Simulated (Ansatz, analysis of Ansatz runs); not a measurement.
**Can an added electron hop between W atoms in CaWO4 (I4_1/a)?**

Aim: the energy barrier that a trapped electron meets when it moves from one W atom to another one nearby in CaWO4 (I4_1/a). The model is a cell of 96 host atoms.

Main program and level: Ansatz 0.2.0; plane-wave PAW DFT, PBEsol+U; relaxation of all atoms of a supercell at fixed charge in a uniform background; PAW set soft_1.

## (1) The structure

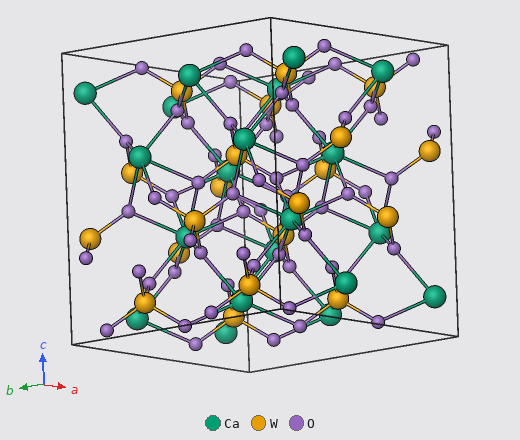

Start, viewed from a free direction; calcium teal, tungsten orange, oxygen purple. Some periodic images of atoms are drawn too.

The cell holds 96 atoms: 16 Ca, 16 W and 64 O. Its edges and angles: a = 10.445 Å, b = 10.445 Å, c = 11.254 Å, α = 90.0°, β = 90.0°, γ = 90.0°. It derives from CaWO4 (space group I4_1/a). Nearest the centre at fractional (0.875, 0.250, 0.375): O64 at 1.42 Å, O60 at 1.42 Å, W5 at 1.92 Å, W56 at 1.92 Å, O13 at 2.50 Å, O57 at 2.50 Å, O66 at 2.52 Å, O70 at 2.52 Å.

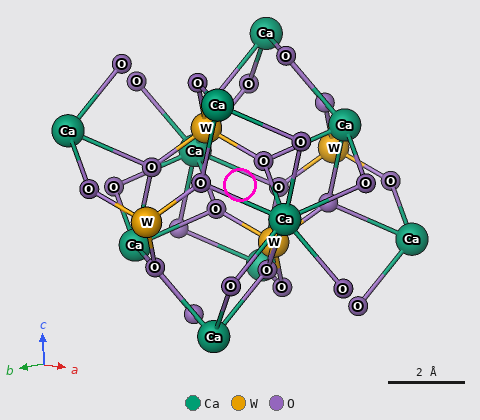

The atoms within 5 Å of the centre. A ring marks the centre wherever it is empty.

Hubbard terms: W d 5.0 eV. They were chosen, not fitted, to curb self-interaction in the shells named, the trial site's among them. The two sites are W56 and W5. The cell's shortest repeat is 10.4 Å.

## (2) The cell without the carrier

The neutral cell is relaxed first, from small random displacements, so that bond lengths and moments with the carrier can be set beside those of a relaxed cell without it.

neutral.relax/input.yaml

```yaml
crystal:
  lattice:
    - [10.44511621, 0.0, 0.0]
    - [0.0, 10.44511621, 0.0]
    - [0.0, 0.0, 11.25437467]
  atoms:
    - { symbol: Ca, position: [0.0, 0.25, 0.75] }
    - { symbol: Ca, position: [0.25, 0.0, 0.25] }
    - { symbol: Ca, position: [0.0, 0.0, 0.5] }
[... 1 atom line left out ...]
    - { symbol: W, position: [0.0, 0.25, 0.25] }
[... 2 atom lines left out ...]
    - { symbol: W, position: [0.25, 0.25, 0.5] }
    - { symbol: O, position: [0.172151, 0.370842, 0.413033] }
[... 2 atom lines left out ...]
    - { symbol: O, position: [0.327849, 0.129158, 0.413033] }
    - { symbol: O, position: [0.077849, 0.129158, 0.336967] }
[... 2 atom lines left out ...]
    - { symbol: O, position: [0.422151, 0.370842, 0.336967] }
    - { symbol: O, position: [0.129158, 0.422151, 0.663033] }
[... 1 atom line left out ...]
    - { symbol: O, position: [0.120842, 0.327849, 0.163033] }
[... 1 atom line left out ...]
    - { symbol: O, position: [0.120842, 0.077849, 0.086967] }
[... 1 atom line left out ...]
    - { symbol: O, position: [0.129158, 0.172151, 0.586967] }
[... 2 atom lines left out ...]
    - { symbol: Ca, position: [0.25, 0.5, 0.25] }
    - { symbol: Ca, position: [0.0, 0.5, 0.5] }
[... 5 atom lines left out ...]
    - { symbol: O, position: [0.172151, 0.870842, 0.413033] }
[... 3 atom lines left out ...]
    - { symbol: O, position: [0.077849, 0.629158, 0.336967] }
[... 12 atom lines left out ...]
    - { symbol: Ca, position: [0.75, 0.0, 0.25] }
    - { symbol: Ca, position: [0.5, 0.0, 0.5] }
    - { symbol: Ca, position: [0.75, 0.25, 0.0] }
    - { symbol: W, position: [0.5, 0.25, 0.25] }
    - { symbol: W, position: [0.75, 0.0, 0.75] }
[... 1 atom line left out ...]
    - { symbol: W, position: [0.75, 0.25, 0.5] }
    - { symbol: O, position: [0.672151, 0.370842, 0.413033] }
[... 2 atom lines left out ...]
    - { symbol: O, position: [0.827849, 0.129158, 0.413033] }
    - { symbol: O, position: [0.577849, 0.129158, 0.336967] }
[... 2 atom lines left out ...]
    - { symbol: O, position: [0.922151, 0.370842, 0.336967] }
    - { symbol: O, position: [0.629158, 0.422151, 0.663033] }
    - { symbol: O, position: [0.879158, 0.172151, 0.163033] }
    - { symbol: O, position: [0.620842, 0.327849, 0.163033] }
    - { symbol: O, position: [0.870842, 0.077849, 0.663033] }
    - { symbol: O, position: [0.620842, 0.077849, 0.086967] }
    - { symbol: O, position: [0.870842, 0.327849, 0.586967] }
    - { symbol: O, position: [0.629158, 0.172151, 0.586967] }
    - { symbol: O, position: [0.879158, 0.422151, 0.086967] }
[... 1 atom line left out ...]
    - { symbol: Ca, position: [0.75, 0.5, 0.25] }
    - { symbol: Ca, position: [0.5, 0.5, 0.5] }
[... 5 atom lines left out ...]
    - { symbol: O, position: [0.672151, 0.870842, 0.413033] }
[... 2 atom lines left out ...]
    - { symbol: O, position: [0.827849, 0.629158, 0.413033] }
    - { symbol: O, position: [0.577849, 0.629158, 0.336967] }
[... 2 atom lines left out ...]
    - { symbol: O, position: [0.922151, 0.870842, 0.336967] }
[... 1 atom line left out ...]
    - { symbol: O, position: [0.879158, 0.672151, 0.163033] }
[... 1 atom line left out ...]
    - { symbol: O, position: [0.870842, 0.577849, 0.663033] }
[... 1 atom line left out ...]
    - { symbol: O, position: [0.870842, 0.827849, 0.586967] }
[... 1 atom line left out ...]
    - { symbol: O, position: [0.879158, 0.922151, 0.086967] }
basis:
  ecutwfc: 420
  xc_grid: 2
hamiltonian:
  xc: pbesol
  hubbard:
    sites: [{ species: W, l: d, u_eff: 5.0 }]
    projectors: ortho-atomic
  pseudopotentials: { kind: paw, azcp: { folder: soft_1 }, xc_functional: pbe }
kpoints:
  mp_grid: { grid: [1, 1, 1] }
scf:
  occupations: { method: fermi_dirac, width: 0.01 }
  max_iter: 120
  lower_state_search: "off"
output:
  forces: true
relax:
  f_tol: 0.02
  max_steps: 70
  random_displacement: { amplitude: 0.04, seed: 4882 }
checkpoint:
  write: "../neutral.relax.run"
  compress: false
  write_wavefunctions: true
  write_every: 100000
```

Run with:

```
ansatz run input.yaml --threads 32 --pin off --max-ram 84787MiB --backend cuda --events-out ev --progress --plain --runs-dir out --max-vram 78GiB
```

Numbers of over 12 decimals in the logs are rounded to 6 here.

The program printed:

```text
[... repeated set-up lines and file paths are left out, and long positions are rounded to six places ...]
Engine: ansatz 0.2.0, aarch64-unknown-linux-gnu
Pseudopotentials: kind: paw
Pseudopotential: Ca, paw, valence charge 10, recommended cutoff 420 eV (normal), soft_1/Ca.paw.azcp
Pseudopotential: W, paw, valence charge 14, recommended cutoff 420 eV (normal), soft_1/W.paw.azcp
Pseudopotential: O, paw, valence charge 6, recommended cutoff 420 eV (normal), soft_1/O.paw.azcp
Functional definition: PBEsol
  exchange = pbesol_x
  correlation = pbesol_c
[...]
Crystal: 96 atoms, lattice volume = 1227.857 Å³
Basis set: ecut = 420 eV, 24001 PW (Γ), exchange–correlation on 144×144×160 points (8 copies of the dense FFT grid, shifted against one another)
Bands: 480, of which v1, the nominal top of the filled ones, is band 384 counted from 1 (383 counted from 0)
Symmetry: 1 space group operations
k-points: 1
Non-local potential: Ca, projectors of the file, l = 0: 3, l = 1: 2, l = 2: 2
Non-local potential: W, projectors of the file, l = 0: 3, l = 1: 2, l = 2: 2, l = 3: 1
Non-local potential: O, projectors of the file, l = 0: 2, l = 1: 2, l = 2: 1
PAW form: soft (Blöchl's): semilocal exchange-correlation on the pseudo side does not see the compensation charge
PAW frozen core: Ca, regenerated for the run's functional, and the local potential with it (the file was generated under x = pbe(κ = 0.804, μ = 0.219515), c = pbe(β = 0.066725))
PAW frozen core: W, regenerated for the run's functional, and the local potential with it (the file was generated under x = pbe(κ = 0.804, μ = 0.219515), c = pbe(β = 0.066725))
[...]
Harris-Foulkes:  -228716.784975 eV  (|F-HF|=7.74e-9)
Internal energy: -228716.784975 eV  (E = F + TS)
E sigma→0 (E₀):  -228716.784975 eV
Fermi energy:    9.568810 eV
--- Per-component energies (eV) ---
  E_band       = -6274.375043
  E_kinetic    = 21484.298001
  E_local      = -49295.004153  (includes V_loc(G=0)·N_el)
  E_nonlocal   = 4475.863368
  E_hartree    = 17780.909213
  E_xc         = -10773.874370
  E_vxc        = -11987.205036  (∫ρ·V_xc dr)
  E_hubbard    = 93.528680  (on-site DFT+U / exact-exchange correction)
  E_vhub       = 37.813768  (the Hubbard potential's part of the band-sum identity)
  E_paw        = -158756.121484  (= ΣΔE_a)
  E_vpaw       = -6552.012084  (= ΣTr[D̂ρ^β])
  E_aug_tail   = 0.052023  (compensation charges beyond the density's cutoff)
  E_ewald      = -53734.145116
  E_core_change = 7.708862  (= ΣΔE_core)
  E_smearing   = -0.000000  (= −TS)
  E_closure    = -0.000000  (closes the sum)
  Σ components = -228716.784975   (vs F -228716.784975, Δ=0.00e0)
--- Forces (eV/Å), atoms counted from 1 ---
  atom   1  Ca     0.00148549    -0.00111138     0.00100192
  atom   2  Ca     0.00114494     0.00063213    -0.00043501
  [... 2 atoms left out ...]
  atom   5  W      0.00105688    -0.00109079     0.00029922
  [... 1 atom left out ...]
  [... 90 more lines of this table ...]
  max |Σ_I F_I| component: 7.84e-5 eV/Å
--- Band table (eV) ---
  k-point 0: bands = ["-66.6268", "-66.6265", "-66.6264", "-66.6263", "-66.6262", "-66.6262", "-66.6259", "-66.6258", "-66.6258", [... rest cut ...]
Occupation matrices written to <dir>
--- Relaxed structure (5 steps of the walk, 5 accepted, 0 SCFs on fresh bases) ---
  F+E_penalty+E_count = -228716.78497527 eV   max|allowed force component| = 2.399e-3 eV/Å
  atoms:
    - { symbol: Ca, position: [-0.000221, 0.250380, 0.750151] }
    - { symbol: Ca, position: [0.249719, 0.000267, 0.250171] }
    [... 2 atoms left out ...]
    - { symbol: W, position: [-0.000293, 0.250308, 0.250239] }
    [... 1 atom left out ...]
  [... 90 more lines of this table ...]
[key lines of the parts left out:]
SCF converged after 7 iterations
Free energy (F): -228716.784975 eV
```

The job ended after 4.7 s (1 × NVIDIA GB200 with 32 threads of Arm Neoverse V2, shared host; peak memory 1.4 GiB; 21 s of CPU time).

The largest displacement from an ideal site is 0.009 Å.

[end of part 1 of 3]

[Logs are printed without paths, hosts, clocks, repeated set-up lines and the standing remarks that a program may print on its own settings, such as how far it seeks lower states.]

[Hosts, paths, dates, database ids (printed as entryN), source tags and the programs' standing remarks are cut or masked in the printed files.]
